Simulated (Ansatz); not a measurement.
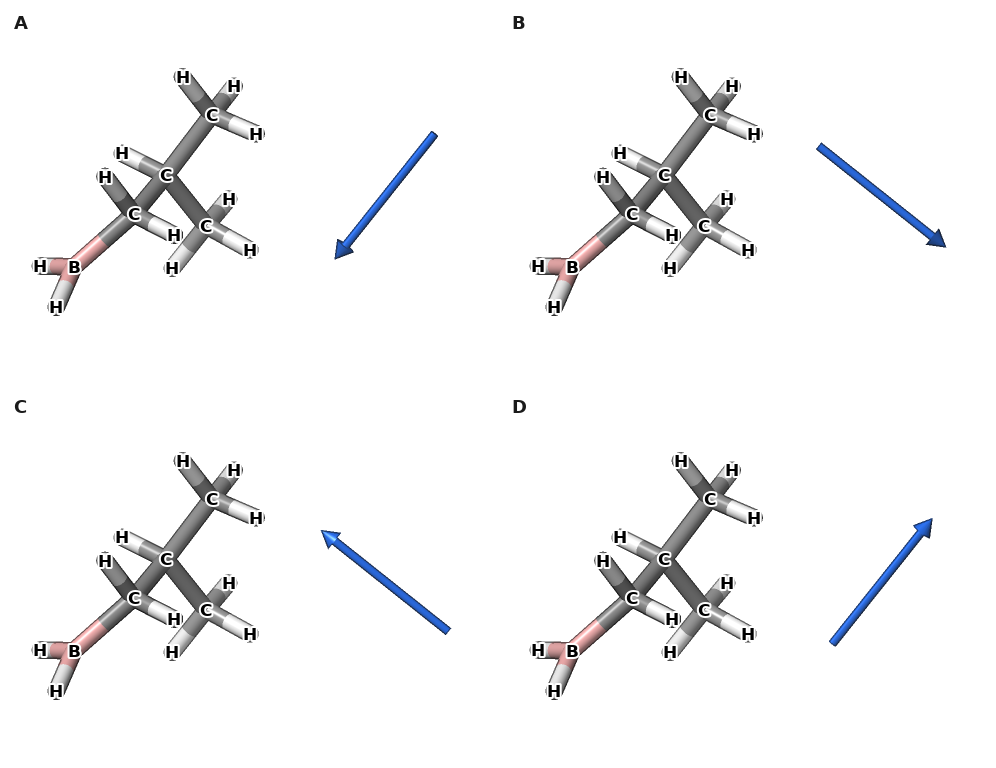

The same molecule four times, each with an arrow. Computed geometry: PBE-D4/def2-SVP optimisation. No frequency run is at hand to confirm it as a minimum. Method: RKS PBE-D4/def2-SVP (Ansatz 0.2.0).

### Which arrow points along the dipole moment, from the negative to the positive end?

D. The dipole moment is 0.82 D.
